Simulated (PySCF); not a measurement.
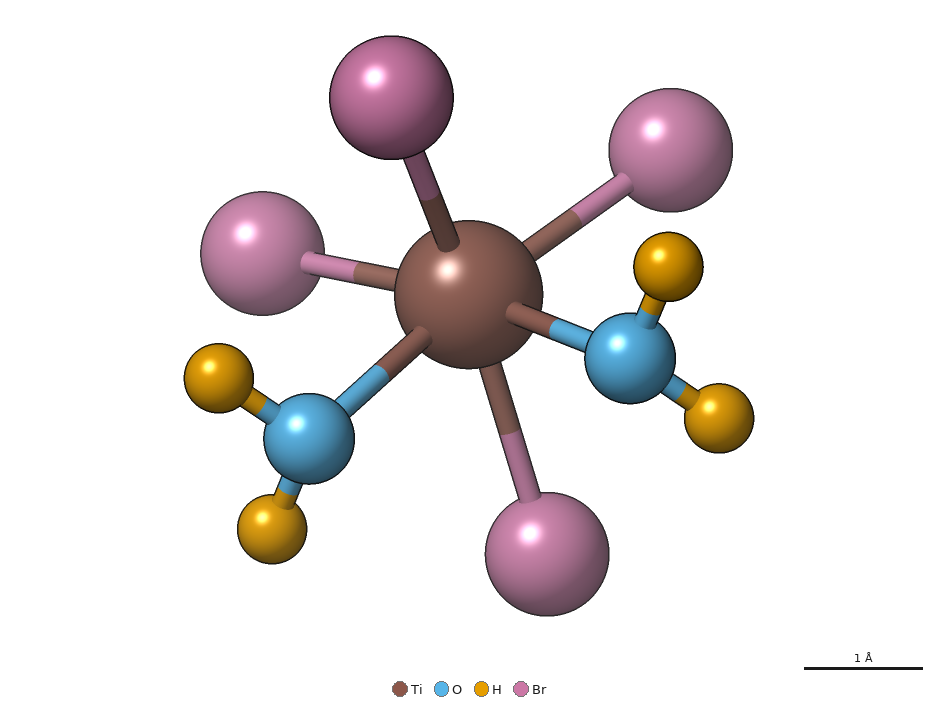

Every bond is drawn as one stick, whatever its order.

The species is neutral and a spin singlet. Computed geometry: PBE0-D3(BJ)/def2-SVP optimisation. No frequency run is at hand to confirm it as a minimum.

**Count the atoms of each element.**

Br₄H₄O₂Ti, 11 atoms: 4 bromine, 4 hydrogen, 2 oxygen and 1 titanium.

**How many bonds of each kind are drawn?**

4 Br–Ti, 4 O–H, 2 O–Ti.

**Give a SMILES string for it.**

[OH2]->[Ti](<-[OH2])([Br])([Br])([Br])[Br]

The parts below concern this one geometry. Atoms keep their numbers from picture to picture.

### Shape

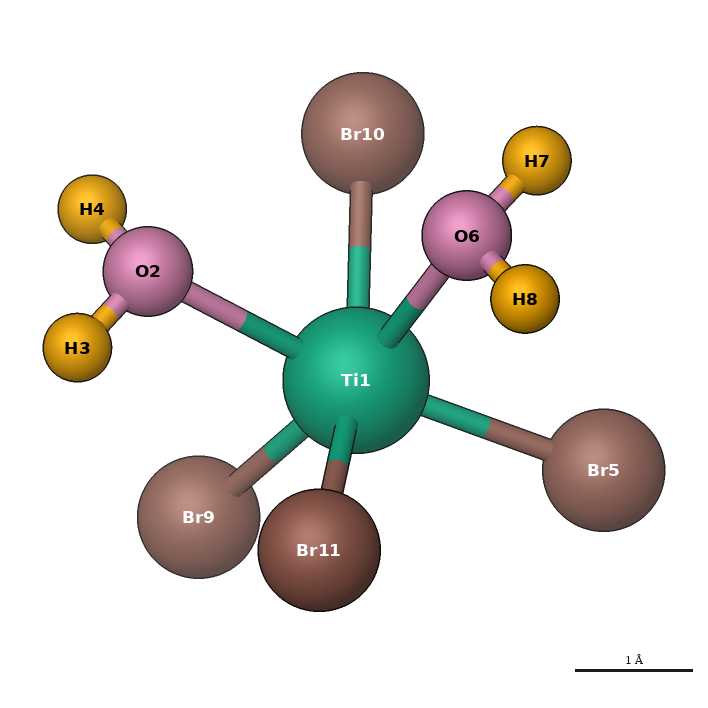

The atoms are numbered. No frequency run is at hand to confirm it as a minimum.

Give the bond lengths.

| bond | length (Å) |
| --- | --- |
| Ti1–O2 | 2.198 |
| Ti1–Br5 | 2.357 |
| Ti1–O6 | 2.203 |
| Ti1–Br9 | 2.355 |
| Ti1–Br10 | 2.437 |
| Ti1–Br11 | 2.434 |
| O2–H3 | 0.967 |
| O2–H4 | 0.967 |
| O6–H7 | 0.968 |
| O6–H8 | 0.968 |

### Metal centre

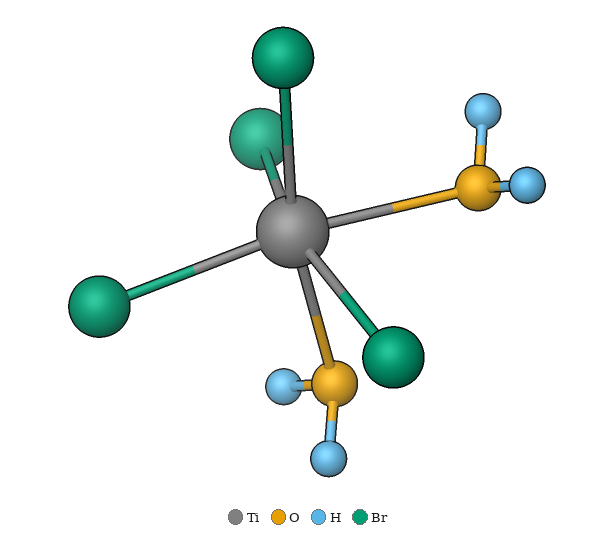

A metal compound. No frequency run is at hand to confirm it as a minimum.

**What is the coordination number of the metal, and which atoms bind to it?**

Ti binds 6 atoms: 2 O at 2.20 Å, 4 Br at 2.35–2.44 Å.

**What are the formal oxidation state of the metal and its number of d electrons?**

Ti(IV), d⁰, counting the ligands as closed-shell ions or neutral donors.

### Quadrupole coupling

No frequency run is at hand to confirm it as a minimum. Electric field gradients from the ground-state density, PBE/pcJ-1 (pcSseg-1 on Br) (pcSseg-1 on Ti) (PySCF 2.14.0), non-relativistic apart from any core potentials.

Give the largest field-gradient component, the quadrupole coupling constant and the asymmetry for 17O at O2 (Q = −25.6 mb), 79Br at Br5 (Q = 313 mb), 79Br at Br9 (Q = 313 mb), 79Br at Br10 (Q = 313 mb).

```
atom  V_zz (a.u.)  e²qQ/h (MHz)     η
  O2       −1.589          9.56  0.72
 Br5        1.336          98.3  0.07
 Br9        1.317          96.8  0.09
Br10        1.859         136.7  0.31
```

### Core levels

No frequency run is at hand to confirm it as a minimum. Level of theory: delta-SCF UKS SCAN, pcX-2 on the ionised atom (unc-x2c-TZVPall on a metal), pcseg-1 elsewhere, spin-free X2C (PySCF 2.14.0).

Give the core-electron binding energies (to vacuum; p and d levels without spin–orbit splitting) of Ti1 2p, O2 1s.

| atom | level | binding energy (eV) |
| --- | --- | --- |
| Ti1 | 2p | 465.5 |
| O2 | 1s | 540.8 |
